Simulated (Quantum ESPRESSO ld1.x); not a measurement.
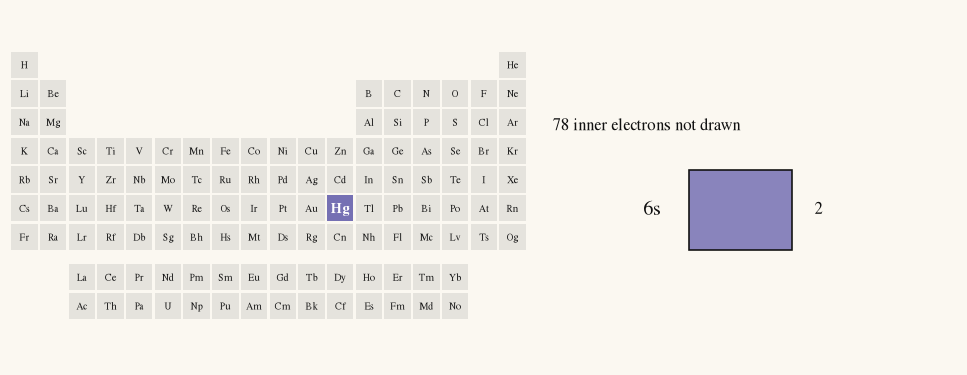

*Left, the place of mercury in the periodic table; right, the outer shells as the input fills them: a box for each of the 2l + 1 orbitals, shaded by the share of the shell that is filled, with the electron count at the right.*

Hg: atomic calculation

- system: the neutral mercury atom in the configuration [Xe] 4f14 5d10 6s2.
- method: Dirac Kohn-Sham, BLYP, spin-unpolarised, spherical densities, point nucleus (Quantum ESPRESSO ld1.x 7.5)

## Input
```
 &input
    zed=80.0,
    iswitch=1,
    rel=2,
    dft='BLYP',
    config='[Hg]',
    rel_dist='energy',
    verbosity='high',
    lsmall=.true.,
    prefix='ld1',
    max_out_wfc=37,
    file_charge='ld1.rho',
 /
```

Hardware: 1 CPU thread, shared host.

## Output
```
     Program LD1 v.7.5 starts

     --------------------------- All-electron run ----------------------------

     dirac relativistic calculation

     atomic number is 80.00
     dft =BLYP   lsd =0 sic =0 latt =0  beta=0.20 tr2=1.0E-14
     Exchange-correlation= BLYP
                           (   1   3   1   3   0   0   0)
     mesh =2125 r(mesh) = 100.48147 a.u. xmin = -8.00 dx = 0.00800
     1 Ry =  13.60569312 eV, c = 137.03599908

     n l j   nl                  e(Ry)          e(Ha)          e(eV)
     Spin orbit split results
     1 0 0.5 1S 1( 2.00)   -6104.502270983   -3052.251135492 -83055.9845676
     2 0 0.5 2S 1( 2.00)   -1081.002796293    -540.501398146 -14707.7923115
     2 1 0.5 2P 1( 2.00)   -1037.019294297    -518.509647148 -14109.3662808
     2 1 1.5 2P 1( 4.00)    -893.796956539    -446.898478270 -12160.7271049
     3 0 0.5 3S 1( 2.00)    -256.471783845    -128.235891922  -3489.4763857
     3 1 0.5 3P 1( 2.00)    -236.698881549    -118.349440774  -3220.4523449
     3 1 1.5 3P 1( 4.00)    -204.975692715    -102.487846357  -2788.8363728
     4 0 0.5 4S 1( 2.00)     -56.362341828     -28.181170914   -766.8487266
     4 1 0.5 4P 1( 2.00)     -47.892643681     -23.946321840   -651.6126128
     4 1 1.5 4P 1( 4.00)     -40.229811266     -20.114905633   -547.3544665
     3 2 1.5 3D 1( 4.00)    -172.304557318     -86.152278659  -2344.3229306
     3 2 2.5 3D 1( 6.00)    -165.508578298     -82.754289149  -2251.8589256
     5 0 0.5 5S 1( 2.00)      -8.660013878      -4.330006939   -117.8254913
     5 1 0.5 5P 1( 2.00)      -5.864928828      -2.932464414    -79.7964218
     5 1 1.5 5P 1( 4.00)      -4.516996335      -2.258498167    -61.4568660
     4 2 1.5 4D 1( 4.00)     -26.406213269     -13.203106635   -359.2748343
     4 2 2.5 4D 1( 6.00)     -24.978226962     -12.489113481   -339.8460908
     6 0 0.5 6S 1( 2.00)      -0.499847340      -0.249923670     -6.8007695
     5 2 1.5 5D 1( 4.00)      -0.796701936      -0.398350968    -10.8396820
     5 2 2.5 5D 1( 6.00)      -0.661774206      -0.330887103     -9.0038968
     4 3 2.5 4F 1( 6.00)      -7.187864030      -3.593932015    -97.7958722
     4 3 3.5 4F 1( 8.00)      -6.879679017      -3.439839508    -93.6028015
     Averaged results
     1 0     1S 1( 2.00)   -6104.502270983   -3052.251135492 -83055.9845676
     2 0     2S 1( 2.00)   -1081.002796293    -540.501398146 -14707.7923115
     2 1     2P 1( 6.00)    -941.537735792    -470.768867896 -12810.2734969
     3 0     3S 1( 2.00)    -256.471783845    -128.235891922  -3489.4763857
     3 1     3P 1( 6.00)    -215.550088993    -107.775044496  -2932.7083635
     4 0     4S 1( 2.00)     -56.362341828     -28.181170914   -766.8487266
     4 1     4P 1( 6.00)     -42.784088737     -21.392044369   -582.1071819
     3 2     3D 1(10.00)    -168.226969906     -84.113484953  -2288.8445276
     5 0     5S 1( 2.00)      -8.660013878      -4.330006939   -117.8254913
     5 1     5P 1( 6.00)      -4.966307166      -2.483153583    -67.5700513
     4 2     4D 1(10.00)     -25.549421485     -12.774710742   -347.6175882
     6 0     6S 1( 2.00)      -0.499847340      -0.249923670     -6.8007695
     5 2     5D 1(10.00)      -0.715745298      -0.357872649     -9.7382109
     4 3     4F 1(14.00)      -7.011758308      -3.505879154    -95.3998318

     final scf error:  4.9E-15 reached in  27 iterations

     Etot =  -39326.411095 Ry,  -19663.205548 Ha, -535063.080989 eV

     Ekin =   45393.858191 Ry,   22696.929096 Ha,  617614.904221 eV
     Encl =  -99239.164711 Ry,  -49619.582356 Ha,-1350217.620842 eV
     Eh   =   15268.437058 Ry,    7634.218529 Ha,  207737.669083 eV
     Exc  =    -749.541634 Ry,    -374.770817 Ha,  -10198.033450 eV

     normalization and overlap integrals

     s(1S/1S) =  1.000000  <r> =   0.0166  <r2> =    0.0004  r(max) =   0.0102
     LC norm =  0.90733721 + SC norm =  0.09266279 =  1.00000000
     s(1S/2S) = -0.000000
     s(1S/3S) = -0.000000
     s(1S/4S) =  0.000000
     s(1S/5S) =  0.000000
     s(1S/6S) =  0.000000
     s(2S/2S) =  1.000000  <r> =   0.0692  <r2> =    0.0057  r(max) =   0.0590
     LC norm =  0.97872738 + SC norm =  0.02127262 =  1.00000000
     s(2S/3S) =  0.000000
     s(2S/4S) =  0.000000
     s(2S/5S) =  0.000000
     s(2S/6S) =  0.000000
     s(2P/2P) =  1.000000  <r> =   0.0569  <r2> =    0.0041  r(max) =   0.0442
     LC norm =  0.97864355 + SC norm =  0.02135645 =  1.00000000
     s(2P/3P) =  0.000000
     s(2P/4P) =  0.000000
     s(2P/5P) =  0.000000
     s(2P/2P) =  1.000000  <r> =   0.0656  <r2> =    0.0052  r(max) =   0.0511
     LC norm =  0.98108763 + SC norm =  0.01891237 =  1.00000000
     s(2P/3P) =  0.000000
     s(2P/4P) =  0.000000
     s(2P/5P) =  0.000000
     s(3S/3S) =  1.000000  <r> =   0.1801  <r2> =    0.0372  r(max) =   0.1670
     LC norm =  0.99288020 + SC norm =  0.00711980 =  1.00000000
     s(3S/4S) =  0.000000
     s(3S/5S) =  0.000000
     s(3S/6S) =  0.000000
     s(3P/3P) =  1.000000  <r> =   0.1704  <r2> =    0.0339  r(max) =   0.1554
     LC norm =  0.99293522 + SC norm =  0.00706478 =  1.00000000
     s(3P/4P) =  0.000000
     s(3P/5P) =  0.000000
     s(3P/3P) =  1.000000  <r> =   0.1863  <r2> =    0.0403  r(max) =   0.1710
     LC norm =  0.99364434 + SC norm =  0.00635566 =  1.00000000
     s(3P/4P) =  0.000000
     s(3P/5P) =  0.000000
     s(4S/4S) =  1.000000  <r> =   0.3991  <r2> =    0.1799  r(max) =   0.3776
     LC norm =  0.99757382 + SC norm =  0.00242618 =  1.00000000
     s(4S/5S) =  0.000000
     s(4S/6S) =  0.000000
     s(4P/4P) =  1.000000  <r> =   0.4011  <r2> =    0.1833  r(max) =   0.3746
     LC norm =  0.99766930 + SC norm =  0.00233070 =  1.00000000
     s(4P/5P) =  0.000000
     s(4P/4P) =  1.000000  <r> =   0.4354  <r2> =    0.2155  r(max) =   0.4057
     LC norm =  0.99794339 + SC norm =  0.00205661 =  1.00000000
     s(4P/5P) =  0.000000
     s(3D/3D) =  1.000000  <r> =   0.1621  <r2> =    0.0309  r(max) =   0.1335
     LC norm =  0.99375600 + SC norm =  0.00624400 =  1.00000000
     s(3D/4D) =  0.000000
     s(3D/5D) =  0.000000
     s(3D/3D) =  1.000000  <r> =   0.1670  <r2> =    0.0326  r(max) =   0.1367
     LC norm =  0.99394696 + SC norm =  0.00605304 =  1.00000000
     s(3D/4D) = -0.000000
     s(3D/5D) = -0.000000
     s(5S/5S) =  1.000000  <r> =   0.9018  <r2> =    0.9125  r(max) =   0.8269
     LC norm =  0.99937559 + SC norm =  0.00062441 =  1.00000000
     s(5S/6S) =  0.000000
     s(5P/5P) =  1.000000  <r> =   0.9715  <r2> =    1.0669  r(max) =   0.8746
     LC norm =  0.99946209 + SC norm =  0.00053791 =  1.00000000
     s(5P/5P) =  1.000000  <r> =   1.0690  <r2> =    1.2937  r(max) =   0.9550
     LC norm =  0.99954787 + SC norm =  0.00045213 =  1.00000000
     s(4D/4D) =  1.000000  <r> =   0.4425  <r2> =    0.2264  r(max) =   0.3961
     LC norm =  0.99814361 + SC norm =  0.00185639 =  1.00000000
     s(4D/5D) =  0.000000
     s(4D/4D) =  1.000000  <r> =   0.4537  <r2> =    0.2378  r(max) =   0.4057
     LC norm =  0.99821463 + SC norm =  0.00178537 =  1.00000000
     s(4D/5D) = -0.000000
     s(6S/6S) =  1.000000  <r> =   2.7091  <r2> =    8.4606  r(max) =   2.2122
     LC norm =  0.99993248 + SC norm =  0.00006752 =  1.00000000
     s(5D/5D) =  1.000000  <r> =   1.4622  <r2> =    2.5499  r(max) =   1.1388
     LC norm =  0.99974883 + SC norm =  0.00025117 =  1.00000000
     s(5D/5D) =  1.000000  <r> =   1.5342  <r2> =    2.8260  r(max) =   1.1853
     LC norm =  0.99976961 + SC norm =  0.00023039 =  1.00000000
     s(4F/4F) =  1.000000  <r> =   0.4793  <r2> =    0.2774  r(max) =   0.3657
     LC norm =  0.99858384 + SC norm =  0.00141616 =  1.00000000
     s(4F/4F) =  1.000000  <r> =   0.4861  <r2> =    0.2853  r(max) =   0.3686
     LC norm =  0.99861299 + SC norm =  0.00138701 =  1.00000000

     LC charge = 79.47655454 + SC charge =  0.52344546 = 80.00000000

     ------------------------ End of All-electron run ------------------------
```

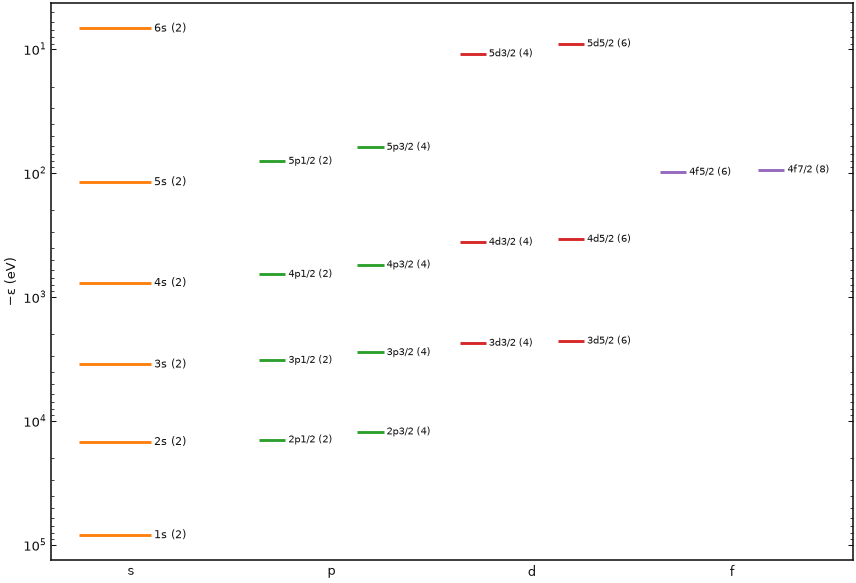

*All occupied levels, on a logarithmic scale of binding energy, are drawn by angular momentum (occupations in brackets, the lower j at the left of each column).*

The highest occupied level is 6s at −6.80 eV. The highest 7 occupied levels, from the top down, are 6s (−6.80 eV), 5d5/2 (−9.00 eV), 5d3/2 (−10.8 eV), 5p3/2 (−61.5 eV), 5p1/2 (−79.8 eV), 4f7/2 (−93.6 eV), 4f5/2 (−97.8 eV). Spin-orbit splittings: 5d 1.84 eV, 5p 18.3 eV, 4f 4.19 eV, 4d 19.4 eV. The measured ionisation energy (NIST) is 10.4 eV; minus the highest level, 6.80 eV, lies 35 % below it, as is usual for a semilocal functional, whose potential decays too fast.

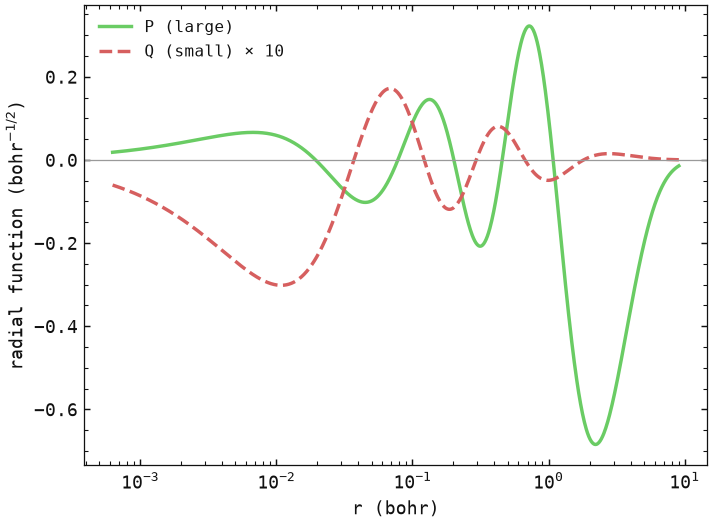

*The large and small radial components of the 6s1/2 spinor.*

The spinor has κ = −1: the large component has l = 0 and 5 radial nodes (r = 0.0194, 0.0781, 0.201, 0.456 and 1.08 bohr), the small one has l = 1. The small component carries 0.0068 % of the norm; ⟨r⟩ = 2.71 bohr and the eigenvalue is −6.80 eV.

## Summary

```tsv
quantity	value
outcome	converged
total energy	−19663.2055 hartree
kinetic energy	22696.9291 hartree
electron–nucleus energy	−49619.5824 hartree
Hartree energy	7634.2185 hartree
exchange–correlation energy	−374.770817 hartree
radius at density 0.001 e/bohr³	4.33 bohr
SCF iterations	27
wall time	0.78 s
```
